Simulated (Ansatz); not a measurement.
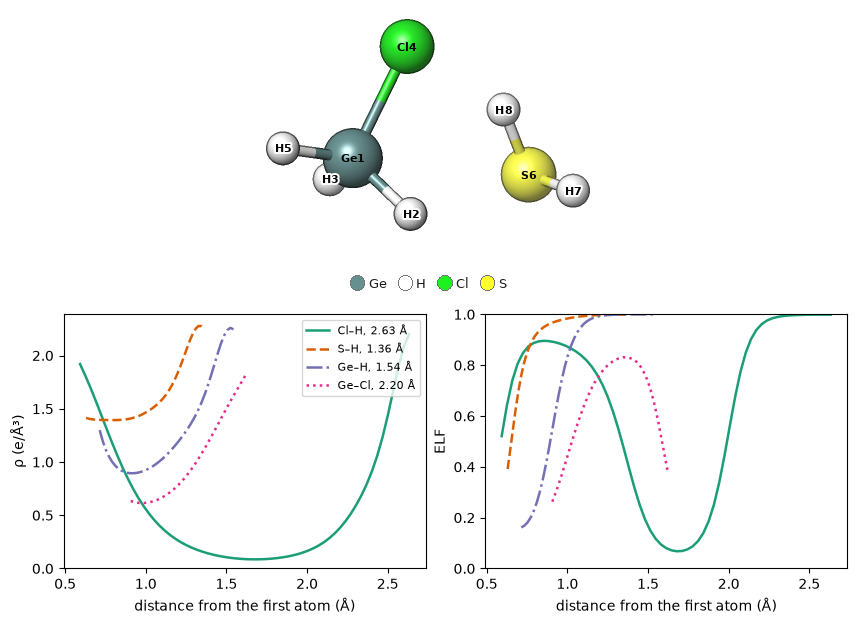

Figure. ClGeH₃···H₂S. Electron density and electron localisation function along straight lines between neighbouring atoms. The curves leave out the atomic cores. The structure is drawn too.

The calculation used RKS PBE/def2-SVP in Ansatz.

Input file:

```
crystal:
  periodic: [false, false, false]
  atoms:
    - { symbol: Ge, position_ang: [-0.141445, -0.217456, -0.108758] }
    - { symbol: H, position_ang: [-0.156144, -0.067842, 1.432849] }
    - { symbol: H, position_ang: [1.294914, -0.099269, -0.665937] }
    - { symbol: Cl, position_ang: [-1.371408, 1.38053, -0.937271] }
    - { symbol: H, position_ang: [-0.815591, -1.540025, -0.550359] }
    - { symbol: S, position_ang: [1.278726, 2.553711, 1.397125] }
    - { symbol: H, position_ang: [2.437824, 2.08772, 1.936114] }
    - { symbol: H, position_ang: [0.553224, 1.55453, 2.021236] }
basis:
  gaussian: { orbitals: def2-SVP }
hamiltonian:
  xc: pbe
relax:
  f_tol: 0.03
  max_steps: 50
output:
  orbitals: {}
```

Command:

```sh
ansatz run input.yaml --threads 2 --pin off --max-ram 3072MiB --backend cpu --events-out ev --progress --plain --runs-dir out
```

The fields are those of the run's last geometry, not of the input's.

**Compare the contacts.**

Cl4···H8 (2.63 Å): the density falls to about 0.09 e/Å³ on the way; the ELF dips to about 0.05 between them: a non-bonded, intermolecular contact.
S–H (1.36 Å): ρ is about 1.4 e/Å³ halfway; the ELF climbs to about 1 towards the hydrogen, as it does in any bond to H.
Ge–H (1.54 Å): ρ at the midpoint is about 1.1 e/Å³; the ELF climbs to about 1 towards the hydrogen.
Ge–Cl (2.20 Å): the density is about 0.66 e/Å³ at the midpoint; the ELF peaks at about 0.85 in the valence shell of Cl, 0.9 Å from its nucleus, and is about 0.65 at the midpoint.
